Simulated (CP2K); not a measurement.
# SiNH4Br (SMILES N[SiH2]Br) at MNDOD

What is the vertical ionisation energy of SiNH4Br at MNDOD? 

The results are computed with CP2K 2026.2.

3 further runs of the same task are left out: 1 that didn't finish, 2 set aside as unsound or not needed.

**1. The system as given**

SiNH4Br: 7 atoms, total charge 0, spin state singlet. As SMILES, `N[SiH2]Br`. Geometry: relaxed at GFN2-xTB. This is one conformer, not always the lowest.

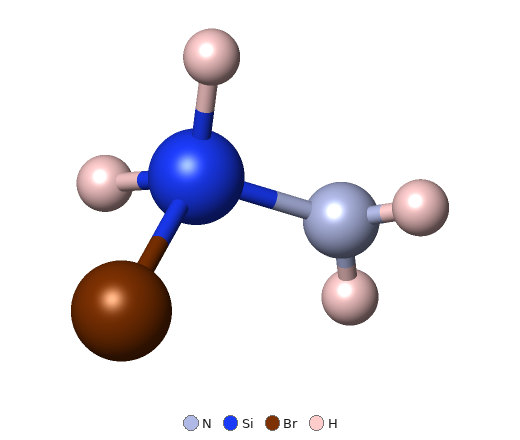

Viewed from a chosen angle; nitrogen light blue, silicon blue, bromine brown, hydrogen pink.

**2. Energy and gradient at MNDOD**

Contents of mol.inp:

```
&GLOBAL
   PROJECT_NAME mol
   RUN_TYPE ENERGY_FORCE
   PRINT_LEVEL MEDIUM
&END

&FORCE_EVAL
   METHOD QS
   &DFT
      # Quickstep
      &QS
         METHOD MNDOD
         EPS_DEFAULT 1.0E-10
         &SE
            &COULOMB
               CUTOFF [angstrom] 50
               RC_RANGE [angstrom] 0
            &END
            &EXCHANGE
               CUTOFF [angstrom] 50
               RC_RANGE [angstrom] 0
            &END
         &END
      &END
      # isolated system
      &POISSON
         PERIODIC NONE
         POISSON_SOLVER ANALYTIC
      &END
      # SCF settings
      &SCF
         SCF_GUESS ATOMIC
         EPS_SCF 1.0E-06
         MAX_SCF 150
         ADDED_MOS 4
         &DIAGONALIZATION
            ALGORITHM STANDARD
         &END
         &MIXING
            METHOD DIRECT_P_MIXING
            ALPHA 0.4
         &END
      &END
      # extra output
      &PRINT
         &MOMENTS
            PERIODIC F
            REFERENCE COM
            MAX_MOMENT 1
         &END
         &MO ON
            ENERGIES T
            OCCUPATION_NUMBERS T
            NDIGITS 6
            &EACH
               QS_SCF 0
            &END
            ADD_LAST NUMERIC
         &END
         &HIRSHFELD OFF
         &END
      &END
   &END
   # atoms, cell and kinds
   &SUBSYS
      # box in angstrom
      &CELL
         ABC 19.3 18.8 19
         PERIODIC NONE
      &END
      &COORD
         N     -0.980720    -0.395620    -0.306850
         Si     0.534280    -0.005470     0.381290
         Br     1.542950     1.717050    -0.627120
         H     -1.036710    -0.809380    -1.222540
         H     -1.787850     0.178730    -0.131980
         H      0.303100     0.444260     1.740070
         H      1.424950    -1.129580     0.167140
      &END
      &TOPOLOGY
         &CENTER_COORDINATES
         &END
      &END
   &END
   &PRINT
      &FORCES ON
      &END
   &END
&END
```

Run with:

```console
OMP_NUM_THREADS=1 cp2k.psmp -i mol.inp > mol.out 2>&1
```

Output:

```text
CP2K| version string:                                       CP2K version 2026.2
[...]
 GLOBAL| Method name                                                        CP2K
[...]
 GLOBAL| Run type                                                   ENERGY_FORCE
[...]
                             - Atoms:                                          7
[...]
                             - Spherical basis functions:                     26
[...]
 Number of electrons:                                                         20
[...]
     1 P_Mix/Diag. 0.40E+00    0.0     0.78899288       -18.0404954524 -1.80E+01
[...]
    16 DIIS/Diag.  0.17E-06    0.0     0.00000060       -22.0721924472 -7.41E-12
  *** SCF run converged in    16 steps ***
  Core-core repulsion energy [eV]:                            873.36033932956445
  Core Hamiltonian energy [eV]:                              -968.98214803161534
  Two-electron integral energy [eV]:                        -1009.98618506626860
  Electronic energy [eV]:                                   -1473.97524056474958
  Total energy [eV]:                                         -600.61490123518513
  Atomic reference energy [eV]:                               599.44120029270323
  Heat of formation [kcal/mol]:                               -27.06618886889656
[...]
 SE_DIPOLE| Moment [Debye]          2.27591740       1.31259111       0.24306130
 SE_DIPOLE| Derivative [a.u.]       0.00000000       0.00000000       0.00000000
 ENERGY| Total FORCE_EVAL ( QS ) energy [hartree]            -22.072192447151032
 FORCES| Atomic forces [hartree/bohr]
 FORCES|   Atom     x               y               z               |f|
 FORCES|      1 -2.26966327E-02 -1.43634624E-04 -1.58397073E-02   2.76776822E-02
 FORCES|      2  2.31502132E-02 -6.28316368E-03  2.26346972E-02   3.29809041E-02
 FORCES|      3  5.85330378E-03  9.05992599E-03 -4.90554329E-03   1.18493789E-02
 FORCES|      4 -3.43036848E-03 -2.75237896E-03  6.03830484E-04   4.43932755E-03
 FORCES|      5 -3.20608784E-03 -2.67885757E-03  9.00410611E-05   4.17892145E-03
 FORCES|      6  6.83828136E-03 -8.11485043E-03 -1.06594723E-02   1.50411847E-02
 FORCES|      7 -6.50870936E-03  1.09129593E-02  8.07615410E-03   1.50559039E-02
 FORCES| Sum     5.20417043E-17 -6.38378239E-16 -9.71445147E-17
 FORCES| Total atomic force                                       6.47821096E-16
[...]
```

Wall time 0.28 s (1 thread of Arm Neoverse V1, shared host).

**3. The doublet cation at the same level**

Contents of gas.inp:

```
&GLOBAL
    PROJECT gas
    RUN_TYPE ENERGY_FORCE
    PRINT_LEVEL MEDIUM
&END GLOBAL

&FORCE_EVAL
    METHOD QUICKSTEP
    &DFT
        CHARGE 1
        MULTIPLICITY 2
        UKS T
        # Quickstep
        &QS
            METHOD MNDOD
            EPS_DEFAULT 1.0E-10
            &SE
                &COULOMB
                    CUTOFF [angstrom] 50
                    RC_RANGE [angstrom] 0
                &END COULOMB
                &EXCHANGE
                    CUTOFF [angstrom] 50
                    RC_RANGE [angstrom] 0
                &END EXCHANGE
            &END SE
        &END QS
        # isolated system
        &POISSON
            PERIODIC NONE
            POISSON_SOLVER ANALYTIC
        &END POISSON
        # SCF settings
        &SCF
            SCF_GUESS ATOMIC
            EPS_SCF 1.0E-06
            MAX_SCF 100
            &DIAGONALIZATION
                ALGORITHM STANDARD
            &END DIAGONALIZATION
            &MIXING
                METHOD DIRECT_P_MIXING
                ALPHA 0.4
            &END MIXING
        &END SCF
        &PRINT
            &MOMENTS
                PERIODIC F
                REFERENCE COM
                MAX_MOMENT 1
            &END MOMENTS
            &MO ON
                ENERGIES T
                OCCUPATION_NUMBERS T
                NDIGITS 6
                &EACH
                    QS_SCF 0
                &END EACH
                ADD_LAST NUMERIC
            &END MO
            &HIRSHFELD OFF
            &END HIRSHFELD
        &END PRINT
    &END DFT
    # atoms, cell and kinds
    &SUBSYS
        # vacuum box
        &CELL
            ABC 19.3 18.8 19
            PERIODIC NONE
        &END CELL
        &COORD
            N     -0.980720    -0.395620    -0.306850
            Si     0.534280    -0.005470     0.381290
            Br     1.542950     1.717050    -0.627120
            H     -1.036710    -0.809380    -1.222540
            H     -1.787850     0.178730    -0.131980
            H      0.303100     0.444260     1.740070
            H      1.424950    -1.129580     0.167140
        &END COORD
        &TOPOLOGY
            &CENTER_COORDINATES
            &END CENTER_COORDINATES
        &END TOPOLOGY
    &END SUBSYS
    &PRINT
        &FORCES ON
        &END FORCES
    &END PRINT
&END FORCE_EVAL
```

Run with:

```console
OMP_NUM_THREADS=1 cp2k.psmp -i gas.inp > gas.out 2>&1
```

Output:

```text
CP2K| version string:                                       CP2K version 2026.2
[...]
 GLOBAL| Method name                                                        CP2K
[...]
 GLOBAL| Run type                                                   ENERGY_FORCE
[...]
                             - Atoms:                                          7
[...]
                             - Spherical basis functions:                     26
[...]
 Number of electrons:                                                         10
[...]
     1 P_Mix/Diag. 0.40E+00    0.0     0.38415556       -18.0712907894 -1.81E+01
[...]
    41 DIIS/Diag.  0.40E-06    0.0     0.00000077       -21.6755698609 -2.20E-12
  *** SCF run converged in    41 steps ***
  Core-core repulsion energy [eV]:                            873.36033932956445
  Core Hamiltonian energy [eV]:                              -919.99397387922647
  Two-electron integral energy [eV]:                        -1086.37723448710653
  Electronic energy [eV]:                                   -1463.18259112277997
  Total energy [eV]:                                         -589.82225179321529
  Atomic reference energy [eV]:                               599.44120029270323
  Heat of formation [kcal/mol]:                               221.81823953963377
[...]
 SE_DIPOLE| Moment [Debye]          0.93674180      -0.18290053       0.78717660
 SE_DIPOLE| Derivative [a.u.]       0.00000000       0.00000000       0.00000000
 ENERGY| Total FORCE_EVAL ( QS ) energy [hartree]            -21.675569860852104
 FORCES| Atomic forces [hartree/bohr]
 FORCES|   Atom     x               y               z               |f|
 FORCES|      1 -3.60209094E-03  1.16919514E-02 -1.41722985E-02   1.87224686E-02
 FORCES|      2 -2.48540358E-02 -6.39231343E-02  4.65939076E-02   8.29149107E-02
 FORCES|      3  2.90202773E-02  4.22782368E-02 -2.17771998E-02   5.57124065E-02
 FORCES|      4 -4.55342884E-03 -7.46270684E-03 -1.37092574E-03   8.84901944E-03
 FORCES|      5 -7.52517962E-03 -2.67453259E-03  2.87767021E-03   8.48895981E-03
 FORCES|      6  1.13706262E-02  1.90724642E-03 -1.39460410E-02   1.80947724E-02
 FORCES|      7  1.43831600E-04  1.81829391E-02  1.79488720E-03   1.82718796E-02
 FORCES| Sum    -1.52655666E-16  1.38777878E-16  1.24900090E-16
 FORCES| Total atomic force                                       2.41170239E-16
[...]
```

It took 0.34 s on 1 thread of Arm Neoverse V1, shared host.

**4. Summary of results**

At MNDOD:

```
                                                  quantity           value
                             singlet SiNH4Br: total energy    -22.07219 Eh
                            singlet SiNH4Br: dipole moment          2.64 D
                              singlet SiNH4Br: HOMO energy       -10.85 eV
                              singlet SiNH4Br: LUMO energy         0.43 eV
                            singlet SiNH4Br: HOMO–LUMO gap        11.29 eV
singlet SiNH4Br: heat of formation at this unrelaxed shape  -27.1 kcal/mol
                 singlet SiNH4Br: largest force on an atom      1.696 eV/Å
                              doublet cation: total energy    -21.67557 Eh
        doublet cation: HOMO energy (highest over α and β)       -16.28 eV
 doublet cation: heat of formation at this unrelaxed shape  221.8 kcal/mol
                  doublet cation: largest force on an atom      4.264 eV/Å
        vertical ionisation energy (to the doublet cation)       10.793 eV
```

What this shows: Removing an electron at fixed nuclei costs 10.79 eV (249 kcal/mol). The largest force (singlet SiNH4Br) is 1.70 eV/Å: the shape isn't a stationary point for this species at this level.
